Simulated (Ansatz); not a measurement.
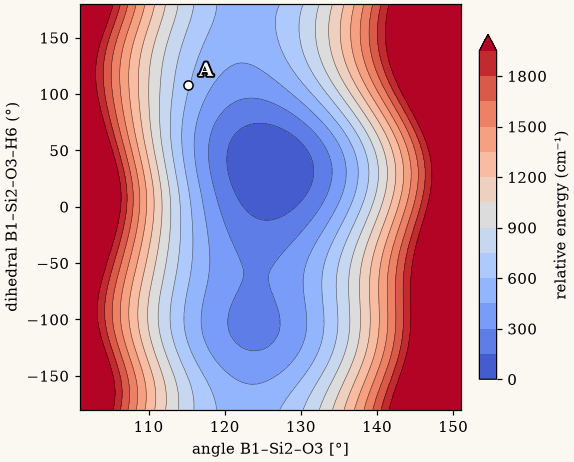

BH₃OSi, SMILES B=[SiH]O. First axis: angle B1–Si2–O3. Second axis: dihedral B1–Si2–O3–H6. Nothing is relaxed (all other coordinates rigid). The grid has 15 × 15 points. Points are written as (first, second). Energies: cm⁻¹, counted from the relaxed molecule at the same level. Computed with RKS PBE0-D4/def2-TZVP in Ansatz.

Drawn: filled contours, one colour for all values above the top of the scale, the point A. Between grid points the surface is interpolated.

### Is A at rest? If not, where is it pushed?

A, at (115.2°, 108°), is not a stationary point. The computed force is 64 cm⁻¹ for each degree towards larger values of angle B1–Si2–O3 and 2.3 cm⁻¹ for each degree towards smaller values of dihedral B1–Si2–O3–H6.
